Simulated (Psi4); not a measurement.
**One shape, several levels: triplet C2H4Si**

Aim: a comparison of 5 runs (U-revPBE/6-311+G**, UBHLYP/6-311+G**, UBLYP/6-311+G**, UCAM-B3LYP/6-311+G**, UM06-2X/6-311+G**) of triplet C2H4Si. 

The results are computed with Psi4 1.11.

4 further runs of the same task are left out: 2 that didn't finish, 2 set aside as unsound or not needed.

## 1. The structure to begin with

The species is C2H4Si (7 atoms), meant as a triplet with charge 0. As SMILES of the parent species, `C#C[SiH3]`. Geometry: relaxed at PBE0-D4/def2-TZVP. That shape belongs to the parent species and isn't relaxed for this state.

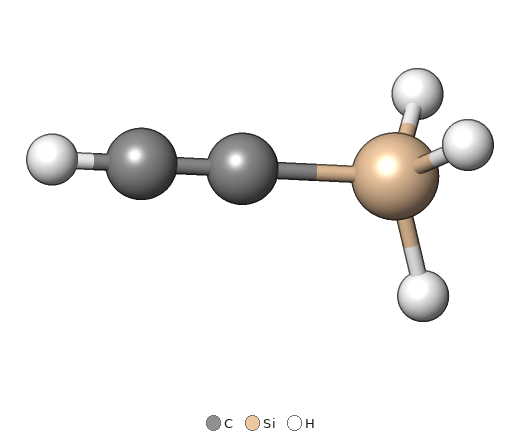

The structure, seen from a chosen angle (carbon grey, silicon light orange, hydrogen white).

## 2. Energy and forces at U-revPBE/6-311+G(d,p) (run 1)

job.py reads:

```python
import psi4

psi4.set_memory('1600 MB')
psi4.set_num_threads(1)
psi4.set_output_file('c2h4si.out', False)

mol = psi4.geometry("""
0 3
C     -1.09736396    -3.53643347     0.32541084
C     -0.41290516    -1.37288603     0.11791891
Si     0.62323168     1.89785195    -0.19615357
H     -1.70264324    -5.44902528     0.50890325
H     -0.17857912     2.88806844    -2.69285973
H     -0.53233585     3.43571107     1.84229400
H      3.41643586     2.00858990     0.00831479
units au
symmetry c1
no_reorient
no_com
""")

options = {'basis': '6-311+G**', 'reference': 'uks', 'puream': True, 'e_convergence': 1e-09, 'd_convergence': 1e-08, 'scf_type': 'pk', 'dft_radial_points': 99, 'dft_spherical_points': 590, 'maxiter': 100}
psi4.set_options(options)

energy_value, wavefunction = psi4.gradient('revpbe', molecule=mol, return_wfn=True)
psi4.oeprop(wavefunction, 'DIPOLE', 'MAYER_INDICES', 'QUADRUPOLE')
print('gradient / Eh bohr^-1')
print(energy_value.np.round(6))
print(f'energy = {wavefunction.energy():.10f} Eh')
```

Started as:

```bash
$ python job.py
```

c2h4si.out:

```text
[...]
  Running in c1 symmetry.
[...]
  Nuclear repulsion =   83.047890723121355
[...]
  Multiplicity = 3
[...]
  Nalpha       = 16
  Nbeta        = 14
[...]
    Number of basis functions: 98
[...]
   @UKS iter   1:  -367.03461564048644    2.93841e-01   1.07038e-02 DIIS/ADIIS
[...]
   @UKS iter  31:  -367.78951871448970   -1.27955e-10   5.12281e-09 DIIS
[...]
   @S^2 Observed:                2.005212188E+00
[...]
  @UKS Final Energy:  -367.78951871448970
   => Energetics <=
    Nuclear Repulsion Energy =             83.0478907231213554
    One-Electron Energy =                -670.0163274850194739
    Two-Electron Energy =                 252.3154530662820605
    DFT Exchange-Correlation Energy =     -33.1365350188736301
    Empirical Dispersion Energy =           0.0000000000000000
    VV10 Nonlocal Energy =                  0.0000000000000000
    Total Energy =                       -367.7895187144897022
[...]
  -Total Gradient:
     Atom            X                  Y                   Z
    ------   -----------------  -----------------  -----------------
       1        0.066835417317     0.213640288680    -0.021908643217
       2       -0.068378869836    -0.223159850246     0.025698173106
       3        0.010335938870     0.021888103870     0.004645798587
       4        0.000933686517     0.002900942228    -0.000259990815
       5        0.001552738819    -0.001223156547     0.004615321849
       6       -0.000098570792    -0.008888820884    -0.008972960576
       7       -0.011180294185    -0.005157546262    -0.003817971772
[...]
 Multipole Moments:
 ------------------------------------------------------------------------------------
     Multipole            Electronic (a.u.)      Nuclear  (a.u.)        Total (a.u.)
 ------------------------------------------------------------------------------------
 L = 1.  Multiply by 2.5417464519 to convert [e a0] to [Debye]
 Dipole X            :         -0.7209969            0.6665064           -0.0544905
 Dipole Y            :         -0.1906053           -0.0026456           -0.1932509
 Dipole Z            :          0.4514039           -0.4195192            0.0318848
 Magnitude           :                                                    0.2033021
 L = 2.  Multiply by 1.3450342976 to convert [e a0^2] to [Debye ang]
 Quadrupole XX       :        -49.5810549           28.5723381          -21.0087168
 Quadrupole XY       :        -55.9447339           57.0402423            1.0955084
[...]
```

The script printed:

```text
gradient / Eh bohr^-1
[[ 6.6835e-02  2.1364e-01 -2.1909e-02]
 [-6.8379e-02 -2.2316e-01  2.5698e-02]
 [ 1.0336e-02  2.1888e-02  4.6460e-03]
 [ 9.3400e-04  2.9010e-03 -2.6000e-04]
 [ 1.5530e-03 -1.2230e-03  4.6150e-03]
 [-9.9000e-05 -8.8890e-03 -8.9730e-03]
 [-1.1180e-02 -5.1580e-03 -3.8180e-03]]
energy = -367.7895187145 Eh
```

Run time: 68 s. Hardware: 1 thread of Intel Xeon Platinum 8375C at 2.90GHz (Ice Lake), shared host; peak memory 0.86 GiB.

## 3. Energy and gradient at UBHLYP/6-311+G(d,p) (run 2)

calc.py reads:

```python
import psi4

psi4.set_memory(1600000000)
psi4.set_num_threads(1)
psi4.set_output_file('psi4.out', False)

geom = psi4.geometry("""
0 3
C     -0.580700    -1.871400     0.172200
C     -0.218500    -0.726500     0.062400
Si     0.329800     1.004300    -0.103800
H     -0.901000    -2.883500     0.269300
H     -0.094500     1.528300    -1.425000
H     -0.281700     1.818100     0.974900
H      1.807900     1.062900     0.004400
units angstrom
symmetry c1
no_reorient
no_com
""")

options = {'basis': '6-311+G**', 'reference': 'uks', 'puream': True, 'e_convergence': 1e-09, 'd_convergence': 1e-08, 'scf_type': 'pk', 'dft_radial_points': 99, 'dft_spherical_points': 590, 'maxiter': 100}
psi4.set_options(options)

energy_value = psi4.gradient("bhhlyp")
print('gradient / Eh bohr^-1')
print(energy_value.np.round(6))
```

Started as:

```bash
$ python calc.py
```

psi4.out:

```text
[...]
  Running in c1 symmetry.
[...]
  Nuclear repulsion =   83.047890735857266
[...]
  Multiplicity = 3
[...]
  Nalpha       = 16
  Nbeta        = 14
[...]
    Number of basis functions: 98
[...]
   @UKS iter   1:  -367.37570382184185   -2.20628e-01   7.88094e-03 ADIIS/DIIS
[...]
   @UKS iter  18:  -367.82621359634851   -1.87015e-11   9.53703e-09 DIIS
[...]
   @S^2 Observed:                2.007609690E+00
[...]
  @UKS Final Energy:  -367.82621359634851
   => Energetics <=
    Nuclear Repulsion Energy =             83.0478907358572656
    One-Electron Energy =                -669.9556058850084810
    Two-Electron Energy =                 236.2049851650665175
    DFT Exchange-Correlation Energy =     -17.1234836122637404
    Empirical Dispersion Energy =           0.0000000000000000
    VV10 Nonlocal Energy =                  0.0000000000000000
    Total Energy =                       -367.8262135963484525
[...]
 Multipole Moments:
 ------------------------------------------------------------------------------------
     Multipole            Electronic (a.u.)      Nuclear  (a.u.)        Total (a.u.)
 ------------------------------------------------------------------------------------
 L = 1.  Multiply by 2.5417464519 to convert [e a0] to [Debye]
 Dipole X            :         -0.7580270            0.6665064           -0.0915206
 Dipole Y            :         -0.2590976           -0.0026456           -0.2617432
 Dipole Z            :          0.4490307           -0.4195192            0.0295115
 Magnitude           :                                                    0.2788485
[...]
  -Total Gradient:
     Atom            X                  Y                   Z
    ------   -----------------  -----------------  -----------------
       1        0.064364059804     0.207683929018    -0.019328528661
       2       -0.062052534993    -0.210545506875     0.018070390359
       3        0.006115850591     0.012881422566    -0.002195881210
       4       -0.002667751127    -0.008422961325     0.000800159868
       5       -0.003232966618    -0.000421553446    -0.000923824810
       6       -0.002031319674     0.002799622020     0.001868529516
       7       -0.000495394559    -0.003975123903     0.001709225267
[...]
```

On the terminal:

```text
gradient / Eh bohr^-1
[[ 0.064364  0.207684 -0.019329]
 [-0.062053 -0.210546  0.01807 ]
 [ 0.006116  0.012881 -0.002196]
 [-0.002668 -0.008423  0.0008  ]
 [-0.003233 -0.000422 -0.000924]
 [-0.002031  0.0028    0.001869]
 [-0.000495 -0.003975  0.001709]]
```

It took 42 s on 1 thread of Intel Xeon Platinum 8375C at 2.90GHz (Ice Lake), shared host; peak memory 0.85 GiB.

Runs 3 to 4 aren't shown in full; the table further down has their settings and results.

## 4. Energy and gradient at UM06-2X/6-311+G(d,p) (run 5)

c2h4si.xyz reads:

```xyz
7
C2H4Si
C     -0.580700    -1.871400     0.172200
C     -0.218500    -0.726500     0.062400
Si     0.329800     1.004300    -0.103800
H     -0.901000    -2.883500     0.269300
H     -0.094500     1.528300    -1.425000
H     -0.281700     1.818100     0.974900
H      1.807900     1.062900     0.004400
```

calc.py reads:

```python
import psi4

psi4.set_memory('1600 MB')
psi4.set_num_threads(1)
psi4.set_output_file('output.dat', False)

with open('c2h4si.xyz') as f:
    atoms = ''.join(f.readlines()[2:])
geom = psi4.geometry('0 3\n' + atoms + 'symmetry c1')

options = {'basis': '6-311+G**', 'reference': 'uks', 'puream': True, 'e_convergence': 1e-09, 'd_convergence': 1e-08, 'scf_type': 'pk', 'dft_radial_points': 99, 'dft_spherical_points': 590, 'maxiter': 100}
psi4.set_options(options)

e, wfn = psi4.gradient('m06-2x', molecule=geom, return_wfn=True)
psi4.oeprop(wfn, 'MULLIKEN_CHARGES', 'WIBERG_LOWDIN_INDICES', 'DIPOLE')
print('gradient / Eh bohr^-1')
print(e.np.round(6))
print(f'energy = {wfn.energy():.10f} Eh')
```

Started as:

```bash
$ python calc.py
```

output.dat:

```text
[...]
  Running in c1 symmetry.
[...]
  Nuclear repulsion =   83.047890735857266
[...]
  Multiplicity = 3
[...]
  Nalpha       = 16
  Nbeta        = 14
[...]
    Number of basis functions: 98
[...]
   @UKS iter   1:  -367.35632458112030   -1.56641e-01   8.01489e-03 DIIS/ADIIS
[...]
   @UKS iter  72:  -367.80086696407261   -3.93356e-11   7.62554e-09 DIIS
[...]
   @S^2 Observed:                2.007182176E+00
[...]
  @UKS Final Energy:  -367.80086696407261
   => Energetics <=
    Nuclear Repulsion Energy =             83.0478907358572656
    One-Electron Energy =                -669.9877897425649280
    Two-Electron Energy =                 234.9469066229957548
    DFT Exchange-Correlation Energy =     -15.8078745803606679
    Empirical Dispersion Energy =           0.0000000000000000
    VV10 Nonlocal Energy =                  0.0000000000000000
    Total Energy =                       -367.8008669640726112
[...]
  -Total Gradient:
     Atom            X                  Y                   Z
    ------   -----------------  -----------------  -----------------
       1        0.065498110767     0.209686272003    -0.019048626948
       2       -0.064859317591    -0.214766471423     0.016631226278
       3        0.005102069559     0.011025045239    -0.003104717184
       4       -0.000875498012    -0.002789905273     0.000262963170
       5       -0.002769707068    -0.002608046012     0.001656540962
       6       -0.000315330281     0.002453859306     0.001157453089
       7       -0.001763673088    -0.002963693735     0.002457401269
[...]
 Multipole Moments:
 ------------------------------------------------------------------------------------
     Multipole            Electronic (a.u.)      Nuclear  (a.u.)        Total (a.u.)
 ------------------------------------------------------------------------------------
 L = 1.  Multiply by 2.5417464519 to convert [e a0] to [Debye]
 Dipole X            :         -0.5759392            0.4931733           -0.0827659
 Dipole Y            :         -1.7990199            1.5559807           -0.2430393
 Dipole Z            :          0.1807316           -0.1496803            0.0310513
 Magnitude           :                                                    0.2586164
[...]
```

The script printed:

```text
gradient / Eh bohr^-1
[[ 0.065498  0.209686 -0.019049]
 [-0.064859 -0.214766  0.016631]
 [ 0.005102  0.011025 -0.003105]
 [-0.000875 -0.00279   0.000263]
 [-0.00277  -0.002608  0.001657]
 [-0.000315  0.002454  0.001157]
 [-0.001764 -0.002964  0.002457]]
energy = -367.8008669641 Eh
```

It took 5.9 min on 1 thread of Intel Xeon Platinum 8375C at 2.90GHz (Ice Lake), shared host; peak memory 0.86 GiB.

## 5. All runs side by side

```
run                 level      task  energy (Eh)  dipole moment (D)  HOMO energy (eV)   ⟨S²⟩  wall time
  1    U-revPBE/6-311+G**  gradient  -367.789519               0.52             -2.21  2.005       68 s
  2      UBHLYP/6-311+G**  gradient  -367.826214               0.71             -4.24  2.008       42 s
  3       UBLYP/6-311+G**  gradient  -367.835453               0.40             -2.02  2.004       83 s
  4  UCAM-B3LYP/6-311+G**    energy  -367.829054               0.64             -4.50  2.006       56 s
  5     UM06-2X/6-311+G**  gradient  -367.800867               0.66             -4.12  2.007    5.9 min
```

## 6. Results

| quantity | value |
| --- | --- |
| run 5: total energy | -367.80087 Eh |
| run 5: dipole moment | 0.66 D |
| run 5: HOMO energy (highest over α and β) | -4.12 eV |
| run 5: LUMO energy (lowest over α and β) | -4.12 eV |
| run 5: ⟨S²⟩ | 2.007 |
| run 5: largest force on an atom | 11.568 eV/Å |

The dipole moment (its size) runs from 0.40 D (UBLYP/6-311+G**) to 0.71 D (UBHLYP/6-311+G**). Totals of different functionals can't be ranked against each other. All runs together took 10 min, the longest 5.9 min.
